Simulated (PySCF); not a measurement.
```yaml
atoms:
  - { symbol: C, position_ang: [-2.1225, 0.7237, -0.6147] }
  - { symbol: C, position_ang: [-1.4947, 0.0399, 0.6010] }
  - { symbol: C, position_ang: [-0.0342, -0.2173, 0.3491] }
  - { symbol: C, position_ang: [0.3535, -1.3655, -0.3252] }
  - { symbol: P, position_ang: [1.9891, -1.7654, -0.7291] }
  - { symbol: C, position_ang: [2.7699, -0.3709, -0.0537] }
  - { symbol: C, position_ang: [2.0891, 0.6455, 0.5857] }
  - { symbol: N, position_ang: [0.7866, 0.7309, 0.7802] }
  - { symbol: H, position_ang: [-2.0346, 0.0933, -1.4975] }
  - { symbol: H, position_ang: [-3.1758, 0.9241, -0.4343] }
  - { symbol: H, position_ang: [-1.6170, 1.6657, -0.8123] }
  - { symbol: H, position_ang: [-2.0102, -0.9009, 0.8022] }
  - { symbol: H, position_ang: [-1.5873, 0.6915, 1.4702] }
  - { symbol: H, position_ang: [-0.4156, -2.0679, -0.6226] }
  - { symbol: H, position_ang: [3.8465, -0.3027, -0.1387] }
  - { symbol: H, position_ang: [2.6495, 1.4850, 0.9876] }
```

Geometry: GFN2-xTB.

Computed with PBE0/pcSseg-1, SCF density, gas phase, non-relativistic in PySCF 2.14.0.

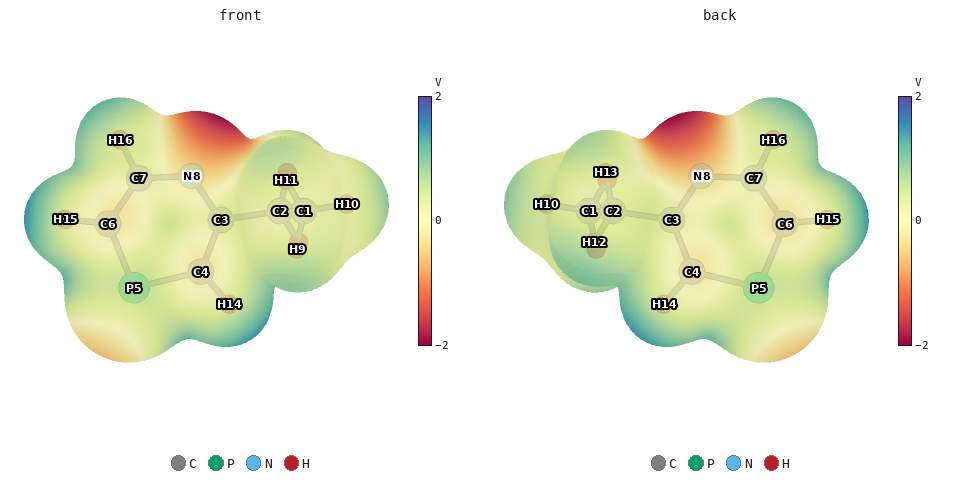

C$_{6}$H$_{8}$NP (SMILES CCc1cpccn1). The molecular electrostatic potential painted on the density surface at 0.004 e/bohr³, seen from the front and from behind; the colour scale runs from red (negative) to blue (positive).

Q: Which sites attract a positive test charge, and which a negative one?

A: A positive charge is drawn to the negative regions and a negative charge to the positive ones. The most negative region (about −1.9 V) lies over N8, the most positive (about +1.5 V) over H14 and H15. N8 is the likeliest acceptor of a hydrogen bond.

Q: What dipole moment does the calculation give?

A: Its dipole moment is 0.53 D.
